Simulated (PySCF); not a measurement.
C₂H₈O₃Si₂: NMR shielding calculation

- system: C₂H₈O₃Si₂
- method: GIAO PBE0/6-31++G** NMR shielding, non-relativistic, gas phase (PySCF 2.14.0)

The geometry comes from this level: GFN2-xTB. It belongs to a series of runs on one base structure; here: PBE0/6-31++G**; aux def2-qzvpp-jkfit; conv 1e-07. Figures and captions count atoms from 1; the log counts them from 0 in places.

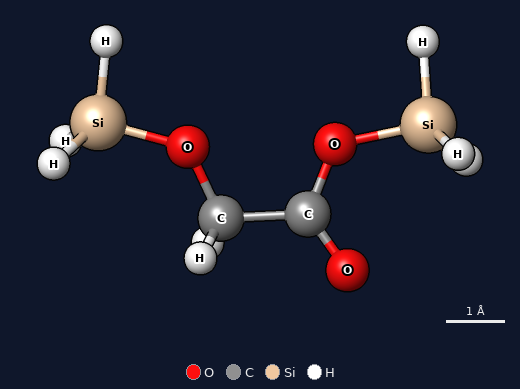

Figure 1. The structure (ball-and-stick view, seen on its broad side).

### Results in brief

- outcome: converged
- total energy: −885.125096 hartree
- HOMO: −8.14 eV
- LUMO: −0.41 eV
- dipole moment: 1.47 D
- isotropic shielding, O: −41.0 to 330.0 ppm
- isotropic shielding, C: 32.2 to 133.6 ppm
- isotropic shielding, Si: 424.3 to 428.5 ppm
- isotropic shielding, H: 26.7 to 27.5 ppm
- hardware: 1 CPU thread, shared host
- wall time: 22 s
- peak memory: 0.76 GiB

Settings chosen away from the usual ones: PBE0/6-31++G**; aux def2-qzvpp-jkfit; conv 1e-07.

### Input file
```
{"job": {"kind": "nmr", "xc": "PBE0", "basis": "6-31++G**", "pop": false, "scf": {"aux": "def2-qzvpp-jkfit", "conv": 1e-07}}, "charge": 0, "multiplicity": 1}
O      1.148114    -1.000400     1.639046
C      0.641421    -0.524568     0.656767
C     -0.851776    -0.248943     0.556122
O     -1.158808     0.483572    -0.575381
Si    -2.603771     0.984207    -1.117706
O      1.313668    -0.211947    -0.423670
Si     2.956988    -0.442227    -0.566845
H     -1.160719     0.274405     1.470575
H     -1.361933    -1.223082     0.549469
H     -3.486981    -0.155496    -1.385612
H     -2.162520     1.686657    -2.308174
H     -3.264892     1.839089    -0.126492
H      3.636045     0.368572     0.436767
H      3.105167     0.040260    -1.931439
H      3.245584    -1.862109    -0.400996
```

The first line tells a small driver script what to run in PySCF; the rest is the geometry in Å.

Command:
```bash
OMP_NUM_THREADS=1 python <driver script> task.json out
```

### The program's output
```
final grid: 122872 points
cycle   1  E = -884.9154826512  dE =  1.059e+00  |g| = 1.049e+00  |ddm| = 4.575e+00
cycle   2  E = -884.5097315624  dE =  4.058e-01  |g| = 1.796e+00  |ddm| = 3.817e+00
cycle   3  E = -885.1164181885  dE = -6.067e-01  |g| = 2.101e-01  |ddm| = 2.743e+00
cycle   4  E = -885.1228593271  dE = -6.441e-03  |g| = 1.087e-01  |ddm| = 3.728e-01
cycle   5  E = -885.1250476551  dE = -2.188e-03  |g| = 1.531e-02  |ddm| = 1.231e-01
cycle   6  E = -885.1250885375  dE = -4.088e-05  |g| = 6.376e-03  |ddm| = 2.660e-02
cycle   7  E = -885.1250956297  dE = -7.092e-06  |g| = 1.217e-03  |ddm| = 7.541e-03
cycle   8  E = -885.1250959378  dE = -3.081e-07  |g| = 4.255e-04  |ddm| = 2.363e-03
cycle   9  E = -885.1250959798  dE = -4.199e-08  |g| = 6.227e-05  |ddm| = 7.845e-04
converged SCF energy = -885.1250959798

GIAO shielding tensors (ppm)
atom      isotropic    diamagn.    paramagn.     s11        s22        s33       span
  0 O      -40.979     394.723    -435.702   -257.986   -176.084    311.134    569.120
  1 C       32.193     247.332    -215.139    -51.898     56.136     92.341    144.240
  2 C      133.559     250.125    -116.566    110.199    118.085    172.393     62.194
  3 O      330.006     369.376     -39.371    298.817    333.065    358.135     59.318
  4 Si     424.261     886.832    -462.571    384.386    388.527    499.870    115.484
  5 O      171.469     383.459    -211.990     28.108    217.772    268.527    240.419
  6 Si     428.528     883.933    -455.406    399.464    408.599    477.520     78.056
  7 H       27.443      30.397      -2.954     22.957     27.300     32.073      9.116
  8 H       27.492      30.107      -2.614     23.320     27.298     31.859      8.538
  9 H       26.786      30.445      -3.659     23.672     25.043     31.643      7.972
 10 H       26.789      30.897      -4.108     22.928     25.537     31.903      8.975
 11 H       26.800      30.037      -3.237     23.647     25.044     31.709      8.062
 12 H       26.726      29.615      -2.889     23.452     25.152     31.574      8.122
 13 H       26.999      30.119      -3.120     23.417     26.051     31.528      8.110
 14 H       26.731      29.447      -2.716     23.473     25.205     31.515      8.042
```

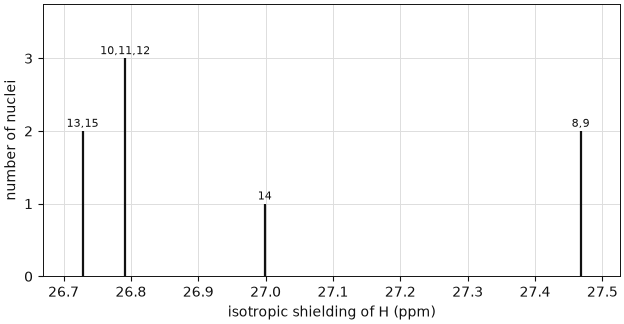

Figure 2. Isotropic shieldings of the hydrogen nuclei in this fixed geometry, labelled by atom number; shielding grows to the right, so chemical shift grows to the left. The least shielded is H13 (26.7 ppm), the most shielded H9 (27.5 ppm).
